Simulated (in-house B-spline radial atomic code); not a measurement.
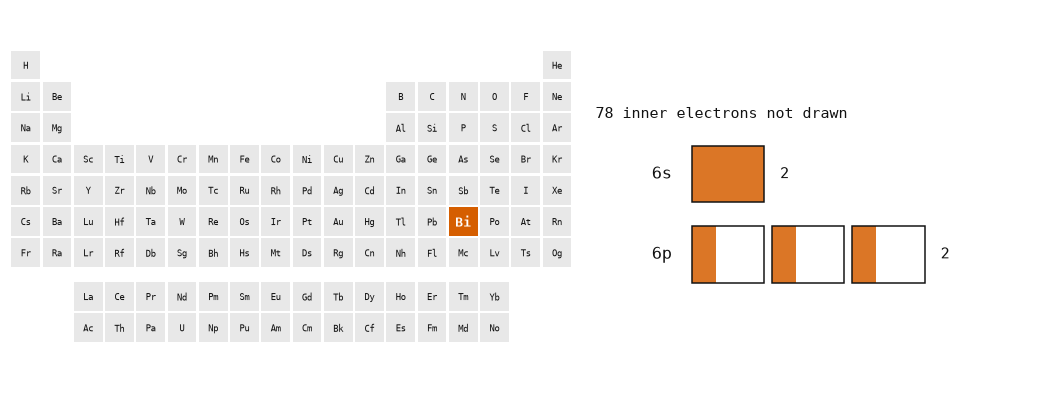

*Left, the place of bismuth in the periodic table; right, the outer shells of the closed core: a box for each of the 2l + 1 orbitals, shaded by the share of the shell that is filled, with the electron count at the right.*

Many-body perturbation calculation for Bi⁺

Bi⁺, core [Xe] 4f14 5d10 6s2 6p-2. Computed at this level: relativistic RPA (time-dependent Dirac-Hartree-Fock) and second-order many-body perturbation theory, no-pair Dirac-Coulomb, closed shell, B-spline basis (in-house B-spline radial atomic code).

**Input**
```
basis_form = 2
Z = 83
core_configuration = [Xe] 4f14 5d10 6s2 6p-2
rms_radius = 5.5211
mass_number = 209
speed_of_light = 13703.5999084
box_radius = 25.846
lmax = 7
intervals = 65
virtual_cutoff = 172225.0
```

Launched within a batch (the task file carries these settings):
```bash
python <driver script> task.json out
```

The program writes its results to a structured record and prints no log; tables and figures of this report are taken from that record.

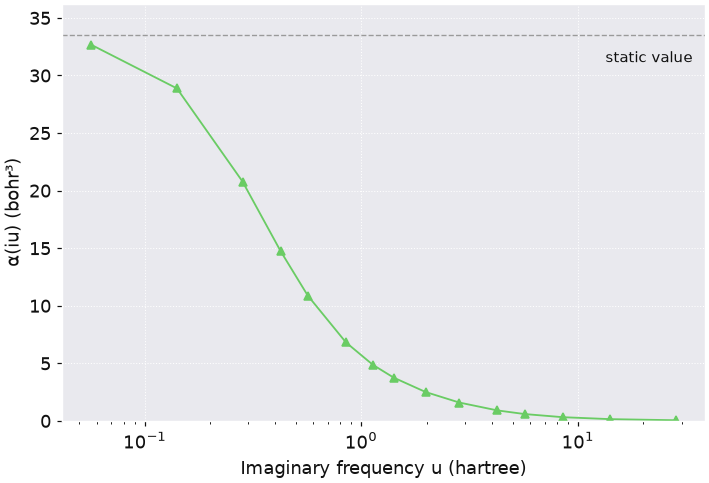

*Dipole polarisability at imaginary frequency of Bi⁺ (bismuth, Z = 83), [Xe] 4f¹⁴ 5d¹⁰ 6s² (6p₁/₂)². Relativistic RPA on Dirac–Hartree–Fock, no-pair Dirac–Coulomb, finite nucleus, computed with a B-spline radial code. Speed of light scaled by 100.*

The static dipole polarisability is 33.5 bohr³; α(iu) falls to half of it near u = 0.37 hartree. The Casimir–Polder integral gives C₆ = 331 hartree bohr⁶ for two such species.

**Key numbers**

```
 quantity                      value
  outcome                  converged
 hardware  1 CPU thread, shared host
wall time                       23 s
```

**Remarks**

To bear in mind: closed in jj coupling only; RPA unstable for a multipole.
